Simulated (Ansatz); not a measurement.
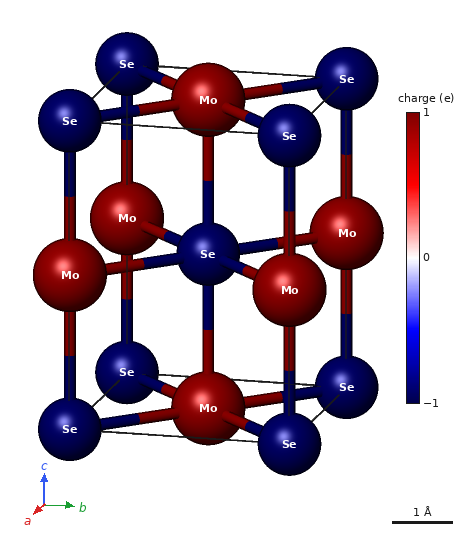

An orthographic ball-and-stick view of the structure, slightly off an axis. Lines trace the edges of the cell (the run's own, in a reduced setting). The atoms of this MoSe cell are coloured by their Bader charge.

Theory: DFT PBE, scalar-relativistic, plane waves, PAW in Ansatz. Numerical settings: wavefunction cutoff 420 eV, k-points about 0.28 Å⁻¹ apart, Gaussian smearing of 0.05 eV, collinear spins. The state is antiferromagnetic.

Question: Which element is the most positive, and which the most negative?

Answer: Most positive: Mo; most negative: Se. Charges: about Mo +0.9 e; Se -0.9 e.

The initial geometry was a structure type filled with these elements by a generator (whether the compound takes this form wasn't checked). Earlier steps of the study, as a rule a relaxation of our own, may have changed the cell and positions, so they can lie some per cent off the listed ones. Ansatz was used for an electronic-structure calculation on it.
